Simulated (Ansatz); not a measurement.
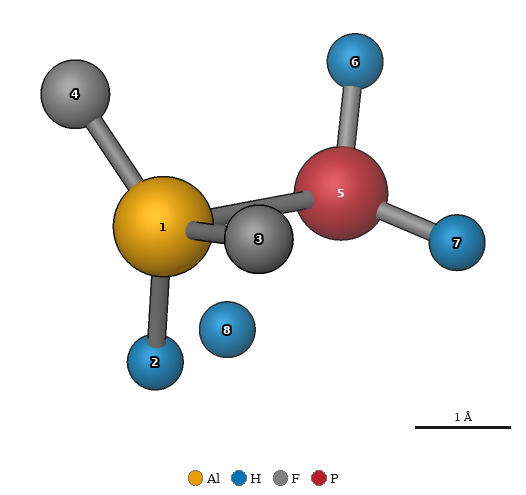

*The starting structure (ball-and-stick view, seen at a tilt; atoms are numbered from 1 in the order of the input). Sticks mark near contacts.*

## AlPH$_{4}$F$_{2}$: geometry relaxation

The run: geometry relaxation of AlPH$_{4}$F$_{2}$. Method and program: RHF/def2-SVP (Ansatz 0.2.0).

The input holds or restrains some coordinates. It belongs to a series of runs on one base structure; here: pulled along the bonds that form and break, towards end A. Figures and captions count atoms from 1; the log counts them from 0 in places.

### Output
```
The last accepted step is kept in [file] (removed where the run ends without a failure and the disk answers)
Engine: ansatz 0.2.0, aarch64-unknown-linux-gnu
Functional definition: HF
  exchange = exact_x
  correlation = 0
842 factors; integrals over basis functions are off by at most 3.9e-4 eV
mean field evaluation 1: about -21317.4951 eV, gradient 4.0e1 eV
mean field evaluation 2: about -21317.5285 eV, gradient 4.0e1 eV
mean field evaluation 4: about -21320.9564 eV, gradient 2.4e0 eV
mean field evaluation 8: about -21321.0122 eV, gradient 2.0e-1 eV
mean field -21321.01303859 eV, -783.5327772665 hartree, gradient 2.7e-5 eV, S^2 0.000000; 0 other end points of the search recorded, 0 dependent functions left out
the calculation of the forces begins
reference -21321.01303859 eV, -783.5327772665 hartree; 25, 25 occupied and 59, 59 virtual orbitals, 842 factors
relax step   1: F+E_penalty+E_count = -21321.01303859 eV  Δ(F+E_penalty+E_count) = +0.000e0 eV  max|allowed force component| = 4.173e0 eV/Å  E_restraint = 28.64905256 eV  max|allowed force component, restraints' pulls added| = 3.612e1 eV/Å  Δτ_max = 0.0000 Å  (36 SCF iters, accepted)
  distance Al 0 - P 4 = 2.5800 Å
  distance H 7 - H 1 = 0.9788 Å
  distance Al 0 - H 1 = 1.9100 Å
  distance H 7 - P 4 = 1.8682 Å
these checks for a lower state are left out or cut short: starts, cluster_reference, orbital_swaps, neighbouring_geometries, increment
842 factors; integrals over basis functions are off by at most 4.4e-4 eV
mean field evaluation 16: about -21320.7288 eV, gradient 5.8e-1 eV
mean field -21320.72937929 eV, -783.5223529794 hartree, gradient 7.1e-5 eV, S^2 0.000000; 0 other end points of the search recorded, 0 dependent functions left out
[... from here on the field's lines of each further geometry are left out, up to the last ...]
relax step   2: F+E_penalty+E_count = -21320.72937929 eV  Δ(F+E_penalty+E_count) = +2.837e-1 eV  max|allowed force component| = 2.824e0 eV/Å  E_restraint = 12.97135963 eV  max|allowed force component, restraints' pulls added| = 2.550e1 eV/Å  Δτ_max = 0.1986 Å  (39 SCF iters, accepted)
relax step   3: F+E_penalty+E_count = -21321.59057009 eV  Δ(F+E_penalty+E_count) = -8.612e-1 eV  max|allowed force component| = 2.480e0 eV/Å  E_restraint = 4.01148378 eV  max|allowed force component, restraints' pulls added| = 1.248e1 eV/Å  Δτ_max = 0.1949 Å  (38 SCF iters, accepted)
relax step   4: F+E_penalty+E_count = -21322.66877510 eV  Δ(F+E_penalty+E_count) = -1.078e0 eV  max|allowed force component| = 1.919e0 eV/Å  E_restraint = 0.41810154 eV  max|allowed force component, restraints' pulls added| = 5.359e0 eV/Å  Δτ_max = 0.1946 Å  (32 SCF iters, accepted)
relax step   5: F+E_penalty+E_count = -21323.57061078 eV  Δ(F+E_penalty+E_count) = -9.018e-1 eV  max|allowed force component| = 1.245e0 eV/Å  E_restraint = 0.04123130 eV  max|allowed force component, restraints' pulls added| = 1.345e0 eV/Å  Δτ_max = 0.1943 Å  (29 SCF iters, accepted)
relax step   6: F+E_penalty+E_count = -21323.87514405 eV  Δ(F+E_penalty+E_count) = -3.045e-1 eV  max|allowed force component| = 8.845e-1 eV/Å  E_restraint = 0.00778404 eV  max|allowed force component, restraints' pulls added| = 6.191e-1 eV/Å  Δτ_max = 0.2000 Å  (29 SCF iters, accepted)
relax step   7: F+E_penalty+E_count = -21323.89928673 eV  Δ(F+E_penalty+E_count) = -2.414e-2 eV  max|allowed force component| = 7.131e-1 eV/Å  E_restraint = 0.00980523 eV  max|allowed force component, restraints' pulls added| = 1.159e-1 eV/Å  Δτ_max = 0.1965 Å  (30 SCF iters, accepted)
relax step   8: F+E_penalty+E_count = -21323.88887685 eV  Δ(F+E_penalty+E_count) = +1.041e-2 eV  max|allowed force component| = 8.688e-1 eV/Å  E_restraint = 0.02996395 eV  max|allowed force component, restraints' pulls added| = 9.504e-1 eV/Å  Δτ_max = 0.1967 Å  (29 SCF iters, rejected (line search))
relax step   9: F+E_penalty+E_count = -21323.90327230 eV  Δ(F+E_penalty+E_count) = -3.986e-3 eV  max|allowed force component| = 6.640e-1 eV/Å  E_restraint = 0.00863433 eV  max|allowed force component, restraints' pulls added| = 1.932e-1 eV/Å  Δτ_max = 0.0963 Å  (30 SCF iters, accepted)
the calculation of the forces begins
reference -21323.90962047 eV, -783.6392246872 hartree; 25, 25 occupied and 59, 59 virtual orbitals, 842 factors
relax step  10: F+E_penalty+E_count = -21323.90962047 eV  Δ(F+E_penalty+E_count) = -6.348e-3 eV  max|allowed force component| = 6.684e-1 eV/Å  E_restraint = 0.00871628 eV  max|allowed force component, restraints' pulls added| = 2.630e-2 eV/Å  Δτ_max = 0.0639 Å  (29 SCF iters, accepted)
```

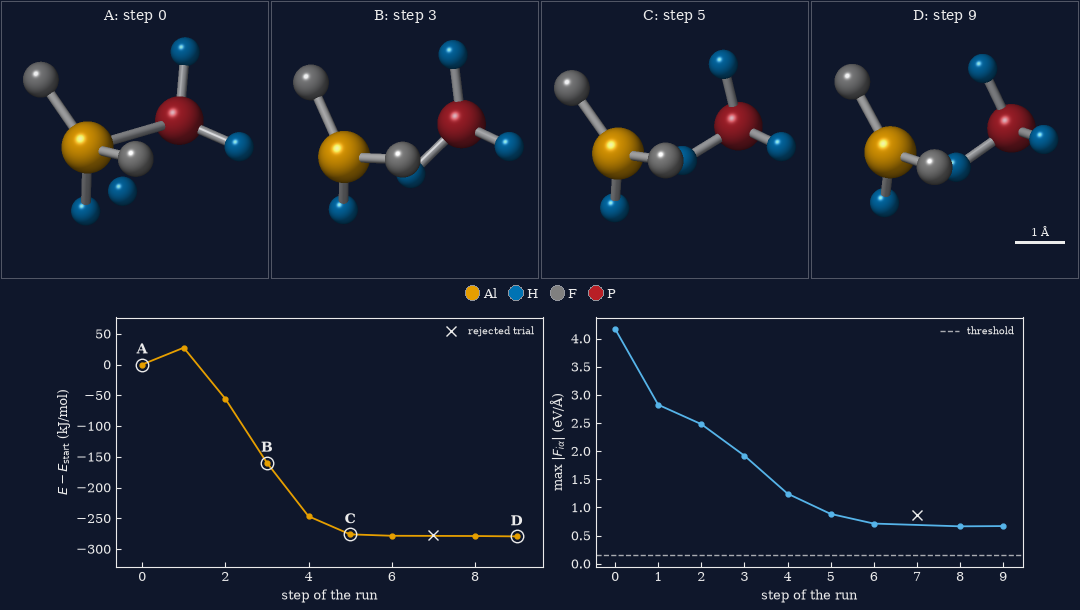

*Frames of the restrained relaxation (ball-and-stick view, seen at a tilt) above the curves, on which the letters mark them (the first geometry is step 0 here and step 1 in the log).*

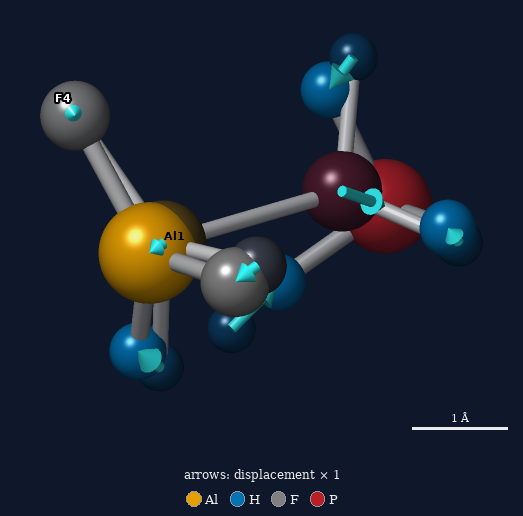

*Start (faint) and end (solid) with the displacements as teal arrows, at true length (ball-and-stick view, seen at a tilt). The two geometries are laid on each other by the best rigid fit.*

The largest move after the best rigid fit is that of P5, 0.78 Å. Largest moves by element: P 0.78 Å, H 0.70 Å, F 0.30 Å, Al 0.20 Å. Among the contacts that change: Al1–P5 2.580 → 3.482 Å, P5–H8 1.868 → 1.420 Å, Al1–H2 1.910 → 1.554 Å, Al1–F3 1.690 → 1.644 Å. New bonds form: P5–H8 (1.87 → 1.42 Å). Bonds break: Al1–P5 (2.58 → 3.48 Å). Among the angles that change: H6–P5–H7 109.4° → 95.6°, F3–Al1–F4 120.0° → 117.1°. Over 9 geometry steps the energy falls by 279.5 kJ/mol. The largest force component goes from 4.2 to 0.67 eV/Å. The line search rejected the trial step at point 7 (counted from 0) and went back. (Atoms are counted from 1 in the order of the input.)

```
  distance Al 0 - P 4 = 3.4816 Å
  distance H 7 - H 1 = 1.8832 Å
  distance Al 0 - H 1 = 1.5538 Å
  distance H 7 - P 4 = 1.4203 Å
842 factors; integrals over basis functions are off by at most 7.3e-4 eV
mean field -21323.90962047 eV, -783.6392246872 hartree, gradient 6.1e-5 eV, S^2 0.000000; 1 other end points of the search recorded, 0 dependent functions left out
the calculation of the forces begins
reference -21323.90962047 eV, -783.6392246872 hartree; 25, 25 occupied and 59, 59 virtual orbitals, 842 factors
Total energy: -21323.90962047 eV, -783.6392246872 hartree
Atom 0 at     0.011834     0.203541     0.000170 Å, force    -0.011593     0.061954     0.141675 eV/Å
Atom 1 at    -0.071426     0.246466     1.551107 Å, force    -0.031753     0.668421    -0.217798 eV/Å
Atom 2 at     1.452299     0.292943    -0.786405 Å, force    -0.007609    -0.005083     0.000209 eV/Å
Atom 3 at    -1.340763     0.074687    -0.924924 Å, force     0.011714    -0.007092    -0.002564 eV/Å
Atom 4 at     0.185830    -2.997412     1.358552 Å, force     0.001875    -0.063116     0.015651 eV/Å
Atom 5 at    -0.691791    -2.956503     0.249358 Å, force    -0.004994     0.006459     0.002119 eV/Å
Atom 6 at     1.368516    -2.813844     0.606010 Å, force     0.002828     0.006246    -0.006165 eV/Å
Atom 7 at     0.033201    -1.627778     1.702132 Å, force     0.039532    -0.667790     0.066872 eV/Å
Dipole moment:     0.004533     0.021796     0.263399 e Å
```

### Trajectory as extended XYZ (Å, eV, eV/Å), 10 frames, from step=1 to step=10
```
8
Properties=species:S:1:pos:R:3:forces:R:3 step=1 energy=-21321.01304
Al    0.0000    0.0000    0.0000    0.4395  -4.1731  -1.0597
H     0.0000    0.0000    1.9100    0.2029  -0.0209  -0.1279
F     1.4635    0.0000   -0.8450   -0.9589   1.3622   0.7743
F    -1.4635    0.0000   -0.8450    0.9894   1.0396   0.9856
P     0.1078   -2.4460    0.8135    0.1607   1.3650  -0.4199
H    -0.6605   -3.2680   -0.0528    0.3583  -0.2147   0.5948
H     1.4574   -2.8876    0.8103   -0.4861  -0.1840  -0.3732
H     0.0430   -0.9763    1.9650   -0.7059   0.8259  -0.3741
8
Properties=species:S:1:pos:R:3:forces:R:3 step=2 energy=-21320.72938
Al   -0.0019    0.1365    0.0089    0.3941  -2.8242   0.6348
H    -0.0041    0.1386    1.8249    0.0301   1.2646  -1.5969
F     1.4559    0.0142   -0.8381   -1.0951   1.0166   0.6747
F    -1.4573    0.0108   -0.8368    1.0349   0.7607   0.7773
P     0.1067   -2.5442    0.9166    0.7103   1.6301   0.6817
H    -0.6564   -3.2711   -0.0457    0.0015   0.5226   0.9372
H     1.4599   -2.8931    0.8072   -0.2739  -0.0882  -0.1532
H     0.0447   -1.1695    1.9190   -0.8020  -2.2821  -1.9555
8
Properties=species:S:1:pos:R:3:forces:R:3 step=3 energy=-21321.59057
Al   -0.0034    0.2629    0.0284    0.2777  -1.9682   0.3900
H    -0.0071    0.2611    1.7305   -0.0409   1.5354  -1.7903
F     1.4412    0.0226   -0.8294   -1.2586   0.8638   0.7060
F    -1.4438    0.0168   -0.8277    1.1652   0.6776   0.7367
P     0.1203   -2.6321    1.0068    0.0750  -0.2651   1.8623
H    -0.6595   -3.2572   -0.0310    0.2351   1.4520   0.7438
H     1.4621   -2.8935    0.8070    0.1683   0.1841  -0.3803
H     0.0379   -1.3584    1.8714   -0.6220  -2.4795  -2.2682
8
Properties=species:S:1:pos:R:3:forces:R:3 step=4 energy=-21322.66877
Al   -0.0055    0.3585    0.0397    0.1624  -1.8436  -0.5458
H    -0.0073    0.3392    1.6390   -0.0284   1.2438  -0.8434
F     1.4183    0.0405   -0.8184   -1.1485   0.7843   0.6777
F    -1.4233    0.0310   -0.8175    1.0527   0.7000   0.6563
P     0.1216   -2.7770    1.1368   -0.2083  -1.9194   1.7542
H    -0.6517   -3.2034   -0.0203    0.6169   1.7057   0.6140
H     1.4682   -2.8811    0.7930   -0.0389   0.4173  -0.5292
H     0.0274   -1.4857    1.8037   -0.4079  -1.0882  -1.7838
8
Properties=species:S:1:pos:R:3:forces:R:3 step=5 energy=-21323.57061
Al   -0.0045    0.3221    0.0471    0.0674  -1.1398  -0.6268
H    -0.0069    0.3659    1.6079   -0.0097   0.9455  -0.3194
F     1.4045    0.0728   -0.8175   -0.6925   0.4642   0.4542
F    -1.4105    0.0612   -0.8158    0.6469   0.4349   0.4292
P     0.1194   -2.9162    1.2724   -0.0249  -0.5802   0.0059
H    -0.6143   -3.1074    0.0038    0.7007   0.9912   1.1055
H     1.4481   -2.8513    0.7643   -0.4369   0.1291  -0.0758
H     0.0119   -1.5249    1.6940   -0.2510  -1.2449  -0.9727
8
Properties=species:S:1:pos:R:3:forces:R:3 step=6 energy=-21323.87514
Al   -0.0216    0.2358    0.0275   -0.0761   0.1715   0.0811
H     0.0073    0.3209    1.5787   -0.0081   0.6561  -0.1744
F     1.3614    0.1832   -0.8583    0.0101  -0.0187  -0.0092
F    -1.4427    0.2578   -0.8047    0.0998  -0.0498   0.0550
P     0.1168   -2.9736    1.3566    0.0525  -0.0528  -0.0578
H    -0.5104   -3.0913    0.0863    0.0941   0.1209   0.1440
H     1.4499   -2.9543    0.8720   -0.1762   0.0574   0.0016
H    -0.0131   -1.5563    1.4980    0.0040  -0.8845  -0.0404
8
Properties=species:S:1:pos:R:3:forces:R:3 step=7 energy=-21323.89929
Al   -0.0057    0.2365    0.0227    0.0291  -0.0744   0.1751
H    -0.0488    0.3039    1.5744   -0.0210   0.7131  -0.1917
F     1.4197    0.1985   -0.7946   -0.0069   0.0545  -0.0144
F    -1.3855    0.1394   -0.8636   -0.0136   0.0342  -0.0321
P     0.1634   -2.9744    1.3571    0.0640  -0.1271  -0.0058
H    -0.6162   -3.0290    0.1776    0.0000   0.0521   0.0205
H     1.4114   -2.8728    0.6974   -0.0637   0.0243   0.0194
H     0.0094   -1.5799    1.5850    0.0121  -0.6766   0.0290
8
Properties=species:S:1:pos:R:3:forces:R:3 step=8 energy=-21323.88888 accepted=F
Al    0.0148    0.1734   -0.0123    0.3562   0.4061  -0.0316
H    -0.1072    0.2407    1.5389   -0.0250   0.5344  -0.2829
F     1.4837    0.3405   -0.7659   -0.4588  -0.1576   0.2171
F    -1.3212    0.1006   -0.9694    0.0752  -0.1058   0.0168
P     0.2187   -3.0144    1.3881    0.1555   0.1372  -0.8688
H    -0.7405   -2.9706    0.3184    0.2861  -0.1007   0.3601
H     1.3630   -2.8004    0.5237   -0.5590  -0.0446   0.4899
H     0.0364   -1.6476    1.7346    0.1699  -0.6691   0.0994
8
Properties=species:S:1:pos:R:3:forces:R:3 step=9 energy=-21323.90327
Al    0.0064    0.2051    0.0058    0.1673   0.1978   0.0669
H    -0.0572    0.2707    1.5577   -0.0225   0.6295  -0.2229
F     1.4436    0.2916   -0.8001   -0.1932  -0.0559   0.0966
F    -1.3618    0.1199   -0.9011    0.0218  -0.0501  -0.0074
P     0.1742   -2.9935    1.3709    0.0833  -0.0862  -0.1374
H    -0.6636   -3.0090    0.2264    0.0390   0.0233   0.0739
H     1.3894   -2.8536    0.6500   -0.1262   0.0055   0.0728
H     0.0167   -1.6090    1.6464    0.0305  -0.6640   0.0575
8
Properties=species:S:1:pos:R:3:forces:R:3 step=10 energy=-21323.90962
Al    0.0118    0.2035    0.0002   -0.0116   0.0620   0.1417
H    -0.0714    0.2465    1.5511   -0.0318   0.6684  -0.2178
F     1.4523    0.2929   -0.7864   -0.0076  -0.0051   0.0002
F    -1.3408    0.0747   -0.9249    0.0117  -0.0071  -0.0026
P     0.1858   -2.9974    1.3586    0.0019  -0.0631   0.0157
H    -0.6918   -2.9565    0.2494   -0.0050   0.0065   0.0021
H     1.3685   -2.8138    0.6060    0.0028   0.0062  -0.0062
H     0.0332   -1.6278    1.7021    0.0395  -0.6678   0.0669
```

This output came from the following input.

### Input
```yaml
crystal:
  periodic: [false, false, false]
  atoms:
    - { symbol: Al, position_ang: [0.0, 0.0, 0.0] }
    - { symbol: H, position_ang: [0.0, 0.0, 1.91] }
    - { symbol: F, position_ang: [1.4635, 0.0, -0.845] }
    - { symbol: F, position_ang: [-1.4635, 0.0, -0.845] }
    - { symbol: P, position_ang: [0.1078, -2.446, 0.8135] }
    - { symbol: H, position_ang: [-0.6605, -3.268, -0.0528] }
    - { symbol: H, position_ang: [1.4574, -2.8876, 0.8103] }
    - { symbol: H, position_ang: [0.043, -0.9763, 1.965] }
basis:
  gaussian: { orbitals: def2-SVP }
hamiltonian:
  xc: hf
relax:
  f_tol: 0.15
  max_steps: 25
  restrain:
    - { distance: [0, 4], at: 3.48, k: 30.0 }
    - { distance: [7, 1], at: 1.86, k: 30.0 }
    - { distance: [0, 1], at: 1.56, k: 30.0 }
    - { distance: [7, 4], at: 1.42, k: 30.0 }
```

Launched with:
```bash
ansatz run input.yaml --threads 1 --pin off --max-ram 2048MiB --backend cpu --events-out ev --progress --plain --runs-dir out
```

### Results in brief

```tsv
quantity	value
outcome	converged under the restraints of the input
total energy	−21323.9096 eV
mean-field energy	−21323.9096 eV
largest force (length of the vector) at the end, held atoms and coordinates included	0.704 eV/Å
hardware	1 thread of Arm Neoverse V1, 24 GiB of memory available, shared host
wall time	15 s
peak memory	0.15 GiB
```
